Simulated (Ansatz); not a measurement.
# BH7N2: energies of removing a hydrogen in Python

Wanted for BH7N2: energies of removing a hydrogen. SMILES: N[BH2-][NH3+].

Program: Ansatz 0.2.0 through its Python package. Level of theory: CAM-B3LYP/def2-SVPD. These are calculated values, not measurements.

### Step 1. The structure

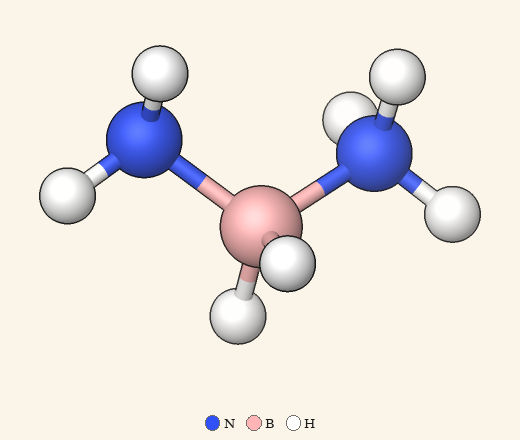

The starting structure, viewed from a chosen angle; nitrogen blue, boron pink, hydrogen white.

No structure file is read: the coordinates are typed or built in the script.

### Step 2. Script

Input file bde.py:

```python
import ansatz as az

BASIS = "def2-SVPD"
FUNCTIONAL = "cam_b3lyp"


def total_energy(molecule, charge=0, unpaired=0):
    calc = (
        molecule.calculation()
        .basis(gaussian=BASIS)
        .functional(FUNCTIONAL)
    )
    if charge:
        calc = calc.charge(charge)
    if unpaired:
        calc = calc.spin("collinear", total=unpaired)
    return calc.run(threads=1).report["free_energy_ev"]

GEOMETRY = """
N     1.31960    0.27770    0.47190
B     0.18430   -0.40310   -0.30550
N    -1.17360    0.10950    0.19560
H     2.21380   -0.17490    0.17610
H     1.36850    1.27190    0.15320
H     0.29570   -0.17050   -1.47150
H     0.24600   -1.58390   -0.14390
H    -1.26610   -0.08060    1.21910
H    -1.93920   -0.38330   -0.31720
H    -1.24910    1.13730    0.02220
"""

def without(molecule, index):
    rest = az.Crystal.molecule()
    for i, site in enumerate(molecule.cartesian_sites):
        if i != index:
            rest = rest.atom(site.symbol, site.position_ang)
    return rest


def main() -> None:
    bh7n2 = az.Crystal.molecule()
    for line in GEOMETRY.strip().splitlines():
        symbol, *xyz = line.split()
        bh7n2 = bh7n2.atom(symbol, [float(v) for v in xyz])

    whole = total_energy(bh7n2, 0)
    hydrogen = total_energy(az.Crystal.molecule().atom("H", (0, 0, 0)), 0, 1)
    print(f"E(molecule) = {whole:.5f} eV, E(H) = {hydrogen:.5f} eV")
    for index in [4, 6, 9]:
        radical = total_energy(without(bh7n2, index), 0, 1)
        print(f"H{index}: homolysis {96.485332 * (radical + hydrogen - whole):.1f} kJ/mol")
        anion = total_energy(without(bh7n2, index), -1)
        print(f"H{index}: loss of a proton {96.485332 * (anion - whole):.1f} kJ/mol")


if __name__ == "__main__":
    main()
```

### Step 3. The input behind the calls

The engine receives this input (first run):

```yaml
crystal:
  periodic: [false, false, false]
  atoms:
    - { symbol: "N", position_ang: [1.3196, 0.2777, 0.4719] }
    - { symbol: B, position_ang: [0.1843, -0.4031, -0.3055] }
    - { symbol: "N", position_ang: [-1.1736, 0.1095, 0.1956] }
    - { symbol: H, position_ang: [2.2138, -0.1749, 0.1761] }
    - { symbol: H, position_ang: [1.3685, 1.2719, 0.1532] }
    - { symbol: H, position_ang: [0.2957, -0.1705, -1.4715] }
    - { symbol: H, position_ang: [0.246, -1.5839, -0.1439] }
    - { symbol: H, position_ang: [-1.2661, -0.0806, 1.2191] }
    - { symbol: H, position_ang: [-1.9392, -0.3833, -0.3172] }
    - { symbol: H, position_ang: [-1.2491, 1.1373, 0.0222] }
basis:
  gaussian:
    orbitals: def2-SVPD
hamiltonian:
  xc: cam_b3lyp
```

### Step 4. Launch

The run is started by

```sh
python bde.py
```

Without the output at hand: what should come out? Wanted: weakest bond to hydrogen among those tried; easiest loss of a proton among those tried.

The runs gave:

| quantity | value |
| --- | --- |
| weakest bond to hydrogen among those tried (homolysis) | H4 (counted from 0), 426.5 kJ/mol |
| easiest loss of a proton among those tried | H9, 1504.3 kJ/mol |
| runs compared | 8 |

**Reading.** Atoms are numbered as in the script, from 0. The fragments aren't relaxed and zero-point energy is left out, so these aren't bond dissociation enthalpies. Losing a bare proton in the gas phase costs far more than homolysis, as charges must be parted. All 8 runs converged, in 8 to 28 cycles. The geometry is a force-field or estimated start, not a minimum of this method, and the basis set is short of its limit. All parts are taken at fixed geometry, without zero-point energy.
